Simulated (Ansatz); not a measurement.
Run report: SnCl$_{4}$, molecular dynamics

- system: SnCl$_{4}$
- method: UKS revPBE/def2-SVP (Ansatz 0.2.0)

The geometry comes from this level: PBE0-D4/def2-TZVP.

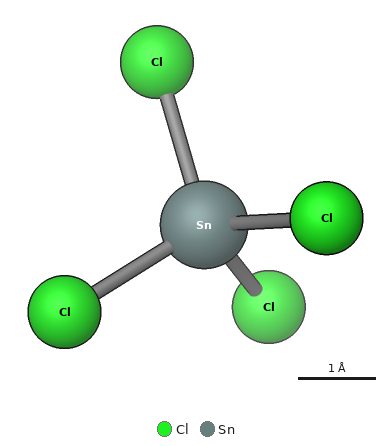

*The starting structure (ball-and-stick view, seen at a tilt). Sticks mark near contacts.*

Bond lengths as drawn: Cl–Sn 2.29 Å.

**Input file**
```yaml
crystal:
  periodic: [false, false, false]
  atoms:
    - {symbol: Cl, position_ang: [-1.086114, -0.176429, 1.993040]}
    - {symbol: Sn, position_ang: [0.009980, -0.014739, -0.008280]}
    - {symbol: Cl, position_ang: [1.909029, -1.288394, 0.057374]}
    - {symbol: Cl, position_ang: [-1.352422, -0.763152, -1.686551]}
    - {symbol: Cl, position_ang: [0.569429, 2.169016, -0.396983]}
basis:
  gaussian: {orbitals: def2-SVP}
magnetization: {spin_polarized: true, initial_magnetization: 0}
hamiltonian: {xc: {name: revPBE}}
md: {timestep: 1 fs, n_steps: 30, ensemble: nvt_langevin, temperature: 700, initial_velocities: maxwell_boltzmann, friction: 0.01, seed: 963}
```

Run as:
```bash
ansatz run in.yaml --threads 4 --pin off --events-out ev --progress --plain --max-ram 10444MiB
```

**Log**
```
Functional definition: revPBE
  name "revPBE"
  cite "Zhang & Yang, Phys. Rev. Lett. 80, 890 (1998) doi:10.1103/PhysRevLett.80.890"
  cite "Perdew, Burke & Ernzerhof, Phys. Rev. Lett. 77, 3865 (1996) doi:10.1103/PhysRevLett.77.3865"
  parameter kappa = 1.245
  parameter beta = 0.06672455060314922
  exchange = pbe_x(kappa = kappa, mu = beta*pi^2/3)
  correlation = pbe_c(beta = beta)
1071 factors; their error is unknown
mean field evaluation 1: about -55901.4322 eV, gradient 1.6e1 eV
mean field evaluation 2: about -55899.0271 eV, gradient 2.7e1 eV
mean field evaluation 4: about -55902.7539 eV, gradient 3.7e-1 eV
mean field evaluation 8: about -55902.7096 eV, gradient 1.2e-3 eV
mean field -55902.70958704 eV, -2054.3866851062 hartree, gradient 1.9e-6 eV, S^2 0.000000; 0 other end points of the search recorded, 0 dependent functions left out
the calculation of the forces begins
reference -55902.70963104 eV, -2054.3866867233 hartree; 45, 45 occupied and 53, 53 virtual orbitals, 1071 factors
md step     0: t =     0.00 fs  T =   560.0 K  F+E_penalty+E_count = -55902.70958704 eV  E_kin = 0.361928 eV  (23 SCF iters)
these checks for a lower state are left out or cut short: starts, cluster_reference, orbital_swaps, neighbouring_geometries, increment
1071 factors; their error is unknown
mean field evaluation 16: about -55902.7024 eV, gradient 2.6e-2 eV
mean field -55902.70243545 eV, -2054.3864222903 hartree, gradient 2.2e-5 eV, S^2 0.000000; 0 other end points of the search recorded, 0 dependent functions left out
the calculation of the forces begins
reference -55902.70247945 eV, -2054.3864239070 hartree; 45, 45 occupied and 53, 53 virtual orbitals, 1071 factors
md step     1: t =     1.00 fs  T =   591.0 K  F+E_penalty+E_count = -55902.70243545 eV  E_kin = 0.381992 eV  (25 SCF iters)
[... from here on the SCF iterations and repeated set-up lines of each step are left out, up to the last step ...]
md step     2: t =     2.00 fs  T =   534.9 K  F+E_penalty+E_count = -55902.69428268 eV  E_kin = 0.345725 eV  (25 SCF iters)
md step     3: t =     3.00 fs  T =   435.0 K  F+E_penalty+E_count = -55902.68682851 eV  E_kin = 0.281143 eV  (25 SCF iters)
md step     4: t =     4.00 fs  T =   399.3 K  F+E_penalty+E_count = -55902.67978489 eV  E_kin = 0.258045 eV  (25 SCF iters)
md step     5: t =     5.00 fs  T =   385.2 K  F+E_penalty+E_count = -55902.67257088 eV  E_kin = 0.248965 eV  (25 SCF iters)
md step     6: t =     6.00 fs  T =   407.5 K  F+E_penalty+E_count = -55902.66647057 eV  E_kin = 0.263395 eV  (25 SCF iters)
md step     7: t =     7.00 fs  T =   405.3 K  F+E_penalty+E_count = -55902.66086066 eV  E_kin = 0.261915 eV  (25 SCF iters)
md step     8: t =     8.00 fs  T =   332.0 K  F+E_penalty+E_count = -55902.65465612 eV  E_kin = 0.214564 eV  (25 SCF iters)
md step     9: t =     9.00 fs  T =   327.1 K  F+E_penalty+E_count = -55902.64781945 eV  E_kin = 0.211387 eV  (25 SCF iters)
md step    10: t =    10.00 fs  T =   280.1 K  F+E_penalty+E_count = -55902.64021228 eV  E_kin = 0.181052 eV  (25 SCF iters)
md step    11: t =    11.00 fs  T =   259.4 K  F+E_penalty+E_count = -55902.63441470 eV  E_kin = 0.167623 eV  (25 SCF iters)
md step    12: t =    12.00 fs  T =   254.2 K  F+E_penalty+E_count = -55902.63194512 eV  E_kin = 0.164306 eV  (25 SCF iters)
md step    13: t =    13.00 fs  T =   255.8 K  F+E_penalty+E_count = -55902.63242220 eV  E_kin = 0.165351 eV  (25 SCF iters)
md step    14: t =    14.00 fs  T =   276.4 K  F+E_penalty+E_count = -55902.63474723 eV  E_kin = 0.178632 eV  (25 SCF iters)
md step    15: t =    15.00 fs  T =   277.0 K  F+E_penalty+E_count = -55902.63871768 eV  E_kin = 0.179027 eV  (25 SCF iters)
md step    16: t =    16.00 fs  T =   292.9 K  F+E_penalty+E_count = -55902.64495710 eV  E_kin = 0.189277 eV  (25 SCF iters)
md step    17: t =    17.00 fs  T =   308.8 K  F+E_penalty+E_count = -55902.65326285 eV  E_kin = 0.199602 eV  (25 SCF iters)
md step    18: t =    18.00 fs  T =   290.9 K  F+E_penalty+E_count = -55902.66196691 eV  E_kin = 0.188029 eV  (27 SCF iters)
md step    19: t =    19.00 fs  T =   269.3 K  F+E_penalty+E_count = -55902.67031560 eV  E_kin = 0.174057 eV  (22 SCF iters)
md step    20: t =    20.00 fs  T =   327.4 K  F+E_penalty+E_count = -55902.68047109 eV  E_kin = 0.211601 eV  (25 SCF iters)
md step    21: t =    21.00 fs  T =   323.6 K  F+E_penalty+E_count = -55902.69241539 eV  E_kin = 0.209122 eV  (25 SCF iters)
md step    22: t =    22.00 fs  T =   340.6 K  F+E_penalty+E_count = -55902.70502279 eV  E_kin = 0.220102 eV  (25 SCF iters)
md step    23: t =    23.00 fs  T =   387.7 K  F+E_penalty+E_count = -55902.71792857 eV  E_kin = 0.250562 eV  (25 SCF iters)
md step    24: t =    24.00 fs  T =   344.4 K  F+E_penalty+E_count = -55902.73032924 eV  E_kin = 0.222597 eV  (25 SCF iters)
md step    25: t =    25.00 fs  T =   388.5 K  F+E_penalty+E_count = -55902.74205978 eV  E_kin = 0.251071 eV  (25 SCF iters)
md step    26: t =    26.00 fs  T =   315.9 K  F+E_penalty+E_count = -55902.75242328 eV  E_kin = 0.204139 eV  (25 SCF iters)
md step    27: t =    27.00 fs  T =   372.1 K  F+E_penalty+E_count = -55902.76157816 eV  E_kin = 0.240474 eV  (25 SCF iters)
md step    28: t =    28.00 fs  T =   345.5 K  F+E_penalty+E_count = -55902.77016025 eV  E_kin = 0.223325 eV  (25 SCF iters)
md step    29: t =    29.00 fs  T =   286.8 K  F+E_penalty+E_count = -55902.77834707 eV  E_kin = 0.185341 eV  (25 SCF iters)
these checks for a lower state are left out or cut short: starts, cluster_reference, orbital_swaps, neighbouring_geometries, increment
1071 factors; their error is unknown
mean field -55902.78653077 eV, -2054.3895127362 hartree, gradient 2.6e-5 eV, S^2 0.000000; 0 other end points of the search recorded, 0 dependent functions left out
the calculation of the forces begins
reference -55902.78657482 eV, -2054.3895143551 hartree; 45, 45 occupied and 53, 53 virtual orbitals, 1071 factors
1071 factors; their error is unknown
mean field evaluation 192: about -55902.7865 eV, gradient 9.5e-3 eV
mean field -55902.78653077 eV, -2054.3895127362 hartree, gradient 2.6e-5 eV, S^2 0.000000; 1 other end points of the search recorded, 0 dependent functions left out
the calculation of the forces begins
reference -55902.78657482 eV, -2054.3895143551 hartree; 45, 45 occupied and 53, 53 virtual orbitals, 1071 factors
md step    30: t =    30.00 fs  T =   286.8 K  F+E_penalty+E_count = -55902.78653077 eV  E_kin = 0.185389 eV  (26 SCF iters)
```

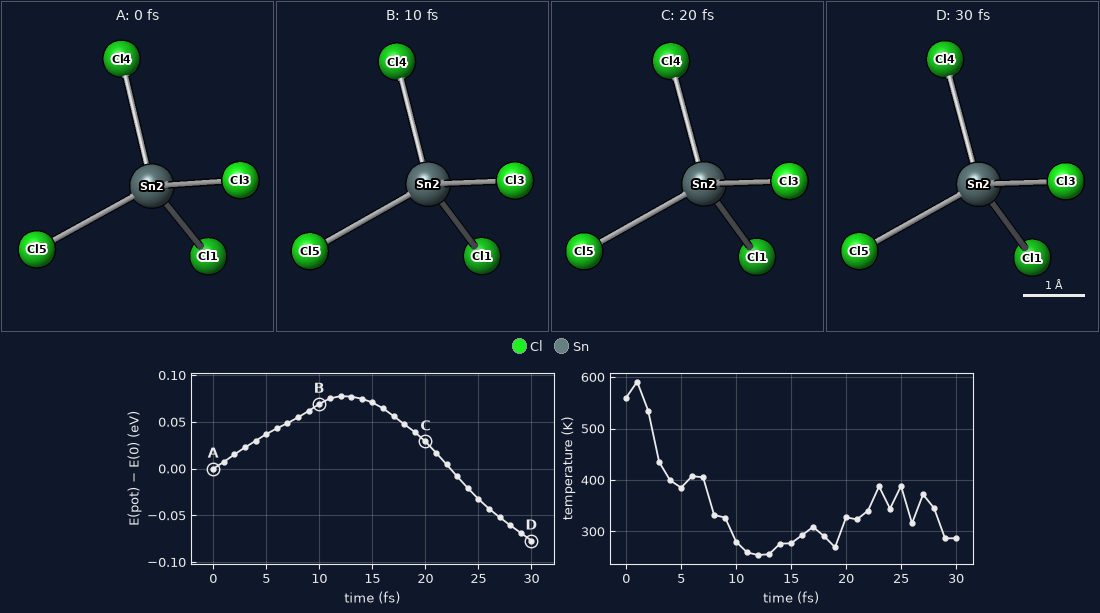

*Frames of the molecular dynamics (ball-and-stick, seen at a tilt) above the curves, on which the letters mark them.*

The trajectory kept here has 31 frames over 30 fs. The temperature starts at 560 K, ranges from 254 to 591 K and averages 322 K over the second half. The potential energy ends 0.077 eV below its first value. After an unweighted best fit of the last frame on the first, the root-mean-square displacement is 0.08 Å.

```
Total energy: -55902.78657482 eV, -2054.3895143551 hartree
Atom 0 at    -1.217970    -0.209351     2.006683 Å, force     0.194975    -0.063257    -0.194184 eV/Å
Atom 1 at     0.008752    -0.075739    -0.023692 Å, force     0.516127     0.862865     1.039384 eV/Å
Atom 2 at     1.982823    -1.343454     0.030008 Å, force     0.019241    -0.126914     0.019277 eV/Å
Atom 3 at    -1.381493    -0.673023    -1.728857 Å, force    -0.661833    -0.389311    -0.898155 eV/Å
Atom 4 at     0.641537     2.199571    -0.327173 Å, force    -0.068510    -0.283383     0.033679 eV/Å
Dipole moment:    -0.016428    -0.108200    -0.062084 e Å
```

**Trajectory as extended XYZ (Å, eV, eV/Å), 18 of the 31 frames kept, from step=0 to step=30**
```
5
Properties=species:S:1:pos:R:3:forces:R:3 step=0 time_fs=0.0 energy=-55902.70959 temperature=560.0
Cl   -1.0861   -0.1764    1.9930   -0.5263  -0.0777   0.9609
Sn    0.0100   -0.0147   -0.0083    0.0001  -0.0001   0.0000
Cl    1.9090   -1.2884    0.0574    0.9117  -0.6114   0.0315
Cl   -1.3524   -0.7632   -1.6866   -0.6542  -0.3594  -0.8058
Cl    0.5694    2.1690   -0.3970    0.2687   1.0485  -0.1866
5
Properties=species:S:1:pos:R:3:forces:R:3 step=2 time_fs=2.0 energy=-55902.69428 temperature=534.9
Cl   -1.0932   -0.1737    1.9873   -0.5147  -0.0805   0.9519
Sn    0.0108   -0.0223   -0.0118    0.1294   0.4764   0.2115
Cl    1.9055   -1.2871    0.0569    1.0329  -0.6961   0.0358
Cl   -1.3492   -0.7530   -1.6749   -0.8497  -0.4664  -1.0593
Cl    0.5760    2.1801   -0.3904    0.2021   0.7665  -0.1399
5
Properties=species:S:1:pos:R:3:forces:R:3 step=4 time_fs=4.0 energy=-55902.67979 temperature=399.3
Cl   -1.1002   -0.1726    1.9839   -0.4861  -0.0821   0.9101
Sn    0.0106   -0.0293   -0.0155    0.3325   0.8258   0.4558
Cl    1.9078   -1.2881    0.0560    1.0459  -0.7097   0.0367
Cl   -1.3456   -0.7433   -1.6666   -1.0379  -0.5662  -1.3000
Cl    0.5829    2.1891   -0.3841    0.1457   0.5322  -0.1026
5
Properties=species:S:1:pos:R:3:forces:R:3 step=5 time_fs=5.0 energy=-55902.67257 temperature=385.2
Cl   -1.1040   -0.1719    1.9830   -0.4696  -0.0834   0.8848
Sn    0.0102   -0.0327   -0.0168    0.4308   0.9691   0.5701
Cl    1.9096   -1.2887    0.0555    1.0378  -0.7077   0.0367
Cl   -1.3446   -0.7379   -1.6636   -1.1203  -0.6090  -1.4047
Cl    0.5860    2.1928   -0.3810    0.1213   0.4311  -0.0869
5
Properties=species:S:1:pos:R:3:forces:R:3 step=7 time_fs=7.0 energy=-55902.66086 temperature=405.3
Cl   -1.1120   -0.1701    1.9827   -0.4192  -0.0853   0.8042
Sn    0.0103   -0.0405   -0.0195    0.5636   1.2479   0.7803
Cl    1.9133   -1.2904    0.0535    1.0322  -0.7116   0.0372
Cl   -1.3443   -0.7278   -1.6600   -1.2478  -0.6725  -1.5663
Cl    0.5920    2.2005   -0.3757    0.0712   0.2215  -0.0554
5
Properties=species:S:1:pos:R:3:forces:R:3 step=9 time_fs=9.0 energy=-55902.64782 temperature=327.1
Cl   -1.1206   -0.1701    1.9839   -0.3528  -0.0847   0.6968
Sn    0.0110   -0.0486   -0.0221    0.6417   1.4916   0.9958
Cl    1.9161   -1.2931    0.0507    1.0401  -0.7233   0.0385
Cl   -1.3447   -0.7202   -1.6568   -1.3568  -0.7236  -1.7024
Cl    0.5973    2.2067   -0.3720    0.0278   0.0401  -0.0287
5
Properties=species:S:1:pos:R:3:forces:R:3 step=11 time_fs=11.0 energy=-55902.63442 temperature=259.4
Cl   -1.1297   -0.1709    1.9846   -0.2826  -0.0831   0.5844
Sn    0.0128   -0.0554   -0.0250    0.6523   1.6810   1.1910
Cl    1.9170   -1.2968    0.0485    1.0700  -0.7473   0.0404
Cl   -1.3457   -0.7139   -1.6544   -1.4387  -0.7593  -1.8051
Cl    0.6013    2.2112   -0.3684   -0.0010  -0.0913  -0.0108
5
Properties=species:S:1:pos:R:3:forces:R:3 step=12 time_fs=12.0 energy=-55902.63195 temperature=254.2
Cl   -1.1348   -0.1716    1.9847   -0.2496  -0.0824   0.5312
Sn    0.0140   -0.0584   -0.0260    0.6138   1.7461   1.2469
Cl    1.9168   -1.2988    0.0478    1.0926  -0.7647   0.0421
Cl   -1.3463   -0.7109   -1.6554   -1.4458  -0.7600  -1.8162
Cl    0.6036    2.2124   -0.3666   -0.0110  -0.1390  -0.0040
5
Properties=species:S:1:pos:R:3:forces:R:3 step=14 time_fs=14.0 energy=-55902.63475 temperature=276.4
Cl   -1.1436   -0.1752    1.9854   -0.1950  -0.0807   0.4398
Sn    0.0163   -0.0634   -0.0268    0.5084   1.8273   1.2872
Cl    1.9166   -1.3027    0.0474    1.1274  -0.7941   0.0447
Cl   -1.3473   -0.7034   -1.6614   -1.4121  -0.7378  -1.7811
Cl    0.6100    2.2135   -0.3633   -0.0286  -0.2146   0.0095
5
Properties=species:S:1:pos:R:3:forces:R:3 step=16 time_fs=16.0 energy=-55902.64496 temperature=292.9
Cl   -1.1538   -0.1787    1.9860   -0.1466  -0.0804   0.3587
Sn    0.0176   -0.0678   -0.0264    0.3810   1.8671   1.2642
Cl    1.9178   -1.3042    0.0461    1.1459  -0.8145   0.0479
Cl   -1.3485   -0.6972   -1.6703   -1.3331  -0.6958  -1.6922
Cl    0.6176    2.2136   -0.3591   -0.0471  -0.2765   0.0214
5
Properties=species:S:1:pos:R:3:forces:R:3 step=18 time_fs=18.0 energy=-55902.66197 temperature=290.9
Cl   -1.1641   -0.1821    1.9871   -0.0993  -0.0814   0.2789
Sn    0.0186   -0.0722   -0.0255    0.2875   1.8379   1.2290
Cl    1.9221   -1.3070    0.0464    1.1075  -0.7979   0.0489
Cl   -1.3494   -0.6928   -1.6801   -1.2375  -0.6491  -1.5839
Cl    0.6241    2.2116   -0.3529   -0.0583  -0.3094   0.0271
5
Properties=species:S:1:pos:R:3:forces:R:3 step=19 time_fs=19.0 energy=-55902.67032 temperature=269.3
Cl   -1.1688   -0.1841    1.9884   -0.0730  -0.0817   0.2342
Sn    0.0190   -0.0745   -0.0253    0.2636   1.8145   1.2276
Cl    1.9251   -1.3090    0.0474    1.0700  -0.7772   0.0481
Cl   -1.3500   -0.6906   -1.6844   -1.1980  -0.6308  -1.5394
Cl    0.6263    2.2105   -0.3500   -0.0627  -0.3247   0.0295
5
Properties=species:S:1:pos:R:3:forces:R:3 step=21 time_fs=21.0 energy=-55902.69241 temperature=323.6
Cl   -1.1789   -0.1874    1.9912   -0.0142  -0.0815   0.1385
Sn    0.0192   -0.0782   -0.0251    0.2716   1.7205   1.2243
Cl    1.9344   -1.3145    0.0470    0.9273  -0.6918   0.0442
Cl   -1.3525   -0.6883   -1.6924   -1.1116  -0.5914  -1.4404
Cl    0.6316    2.2088   -0.3443   -0.0731  -0.3557   0.0334
5
Properties=species:S:1:pos:R:3:forces:R:3 step=23 time_fs=23.0 energy=-55902.71793 temperature=387.7
Cl   -1.1904   -0.1912    1.9952    0.0501  -0.0793   0.0368
Sn    0.0184   -0.0796   -0.0244    0.3141   1.5620   1.2213
Cl    1.9454   -1.3210    0.0445    0.7319  -0.5713   0.0390
Cl   -1.3563   -0.6865   -1.6998   -1.0178  -0.5484  -1.3311
Cl    0.6359    2.2072   -0.3373   -0.0783  -0.3630   0.0339
5
Properties=species:S:1:pos:R:3:forces:R:3 step=25 time_fs=25.0 energy=-55902.74206 temperature=388.5
Cl   -1.2003   -0.1953    1.9994    0.1096  -0.0761  -0.0581
Sn    0.0166   -0.0794   -0.0245    0.3831   1.3629   1.2132
Cl    1.9574   -1.3282    0.0408    0.5083  -0.4326   0.0320
Cl   -1.3621   -0.6830   -1.7076   -0.9235  -0.5054  -1.2189
Cl    0.6392    2.2051   -0.3312   -0.0776  -0.3488   0.0319
5
Properties=species:S:1:pos:R:3:forces:R:3 step=26 time_fs=26.0 energy=-55902.75242 temperature=315.9
Cl   -1.2047   -0.1974    2.0009    0.1311  -0.0749  -0.0915
Sn    0.0152   -0.0792   -0.0244    0.4198   1.2621   1.1928
Cl    1.9631   -1.3315    0.0384    0.4012  -0.3665   0.0292
Cl   -1.3653   -0.6803   -1.7117   -0.8766  -0.4845  -1.1622
Cl    0.6400    2.2036   -0.3293   -0.0756  -0.3362   0.0317
5
Properties=species:S:1:pos:R:3:forces:R:3 step=28 time_fs=28.0 energy=-55902.77016 temperature=345.5
Cl   -1.2123   -0.2035    2.0037    0.1672  -0.0699  -0.1495
Sn    0.0117   -0.0780   -0.0244    0.5010   1.0538   1.1444
Cl    1.9742   -1.3378    0.0342    0.1879  -0.2338   0.0232
Cl   -1.3725   -0.6757   -1.7200   -0.7847  -0.4439  -1.0501
Cl    0.6412    2.2007   -0.3275   -0.0714  -0.3062   0.0320
5
Properties=species:S:1:pos:R:3:forces:R:3 step=30 time_fs=30.0 energy=-55902.78653 temperature=286.8
Cl   -1.2180   -0.2094    2.0067    0.1950  -0.0633  -0.1942
Sn    0.0088   -0.0757   -0.0237    0.5161   0.8629   1.0394
Cl    1.9828   -1.3435    0.0300    0.0192  -0.1269   0.0193
Cl   -1.3815   -0.6730   -1.7289   -0.6618  -0.3893  -0.8982
Cl    0.6415    2.1996   -0.3272   -0.0685  -0.2834   0.0337
```

**Key numbers**

| quantity | value |
| --- | --- |
| outcome | finished |
| mean temperature over the second half | 322 K |
| trajectory | 30 steps, 30 fs |
| ensemble | nvt_langevin |
| temperature in the input | 700 K |
| time step | 1 fs |
| potential energy (last step) | −55902.7866 eV |
| SCF solution under orbital rotations (last step) | stable |
| largest force (length of the vector) (last step) | 1.446 eV/Å |
| dipole moment (last step) | 0.60 D |
| hardware | 4 threads of Arm Neoverse V2, 23 GiB of memory available, shared host |
| wall time | 36 s (CPU time 2.3 min) |
| peak memory | 0.45 GiB |

**Notes**

So short a trajectory is not equilibrated. The logged temperature at the start can lie below the typed one, since it is counted over all degrees of freedom. The temperature stays far from the 700 K of the thermostat over the second half: the run isn't equilibrated.
